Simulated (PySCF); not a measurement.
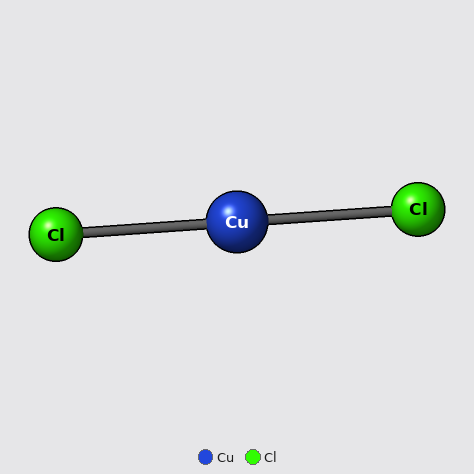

Ball-and-stick drawing of a structure.

Charge −1, singlet. The geometry was computed by an optimisation with PBE0-D3(BJ)/def2-SVP. No frequency run is at hand to confirm it as a minimum.

Which formula does it have?

CuCl₂⁻, 3 atoms: 1 copper and 2 chlorine.

How many bonds of each kind are drawn?

2 Cl–Cu.

More results for the same structure follow; atom numbers are the same in all pictures, views and colours differ.

### Shape

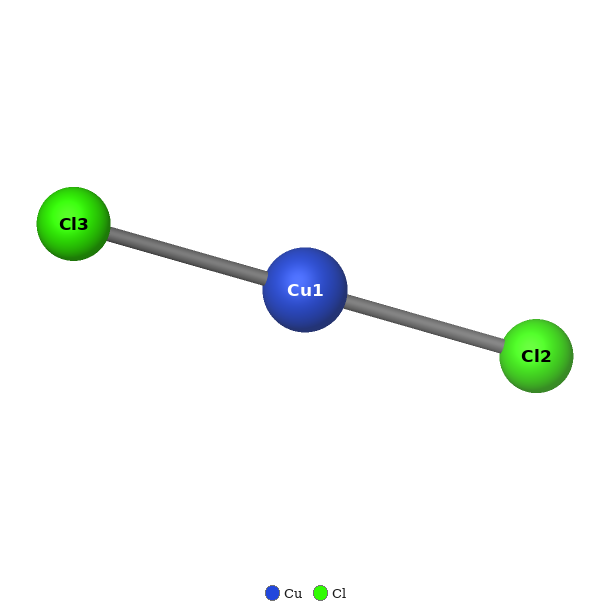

Numbered structure. No frequency run is at hand to confirm it as a minimum.

Describe the coordination of atom 1.

Cu1 has 2 neighbours (Cl2 at 2.15, Cl3 at 2.15 Å); the arrangement is linear.

### Charges

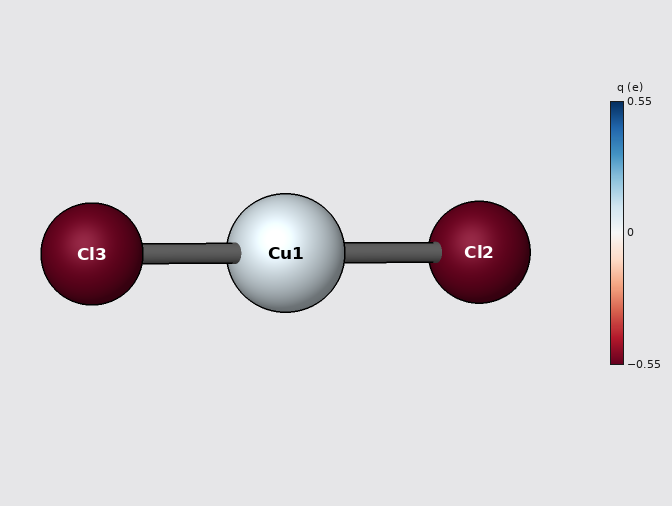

Atoms are coloured by their Hirshfeld charges. No frequency run is at hand to confirm it as a minimum. Level of theory: PBE0/pcSseg-1 (pcSseg-2 on Cu), gas phase (PySCF 2.14.0).

Give the Hirshfeld charges atom by atom.

| atom | value (e) |
| --- | --- |
| Cu1 | 0.07 |
| Cl2 | −0.53 |
| Cl3 | −0.53 |

### Quadrupole coupling

No frequency run is at hand to confirm it as a minimum. Electric field gradients from the ground-state density, PBE0/pcSseg-1 (pcSseg-2 on Cu) (PySCF 2.14.0), non-relativistic apart from any core potentials.

Give the largest field-gradient component, the quadrupole coupling constant and the asymmetry for 63Cu at Cu1 (Q = −220.1 mb), 35Cl at Cl2 (Q = −81.7 mb).

```json
{"atom": "Cu1", "V_zz (a.u.)": "−0.685", "e²qQ/h (MHz)": "35.4", "η": "0.00"}
{"atom": "Cl2", "V_zz (a.u.)": "1.212", "e²qQ/h (MHz)": "−23.3", "η": "0.00"}
```

### Levels of theory compared

No frequency run is at hand to confirm it as a minimum. Program: PySCF 2.14.0.

Tabulate HOMO energy (eV) at these levels: B3LYP/pcSseg-1 (pcSseg-2 on Cu); CAM-B3LYP/def2-SVPD; PBE/pcSseg-1 (pcSseg-2 on Cu); PBE0/pcSseg-1 (pcSseg-2 on Cu).

```tsv
level	HOMO energy (eV)
B3LYP/pcSseg-1 (pcSseg-2 on Cu)	−1.68
CAM-B3LYP/def2-SVPD	−3.75
PBE/pcSseg-1 (pcSseg-2 on Cu)	−0.14
PBE0/pcSseg-1 (pcSseg-2 on Cu)	−2.00
```

### NMR shielding

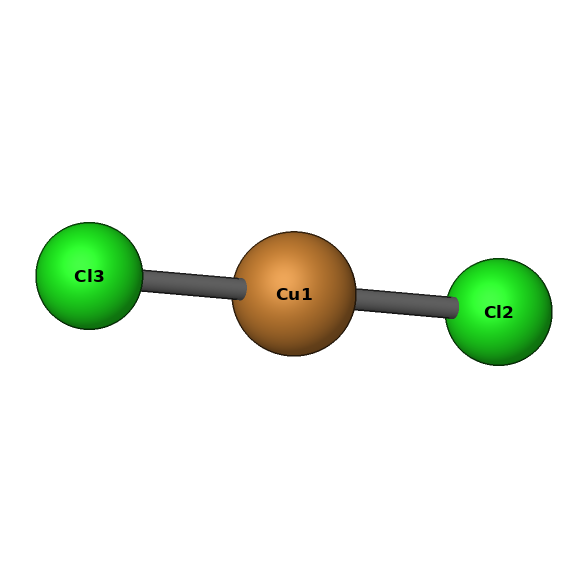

No frequency run is at hand to confirm it as a minimum. Properties computed with GIAO B3LYP/pcSseg-1 (pcSseg-2 on Cu) NMR shielding, non-relativistic, gas phase (PySCF 2.14.0). Principal shieldings σ11 ≤ σ22 ≤ σ33, span Ω = σ33 − σ11, skew κ = 3(σiso − σ22)/Ω.

Give the shielding tensors of the Cl atoms.

```csv
atom,σ11,σ22,σ33,σiso,Ω,κ
"Cl2, Cl3",1156.8,1181.6,1181.6,1173.4,24.8,−1.00
```

Shieldings and span in ppm.
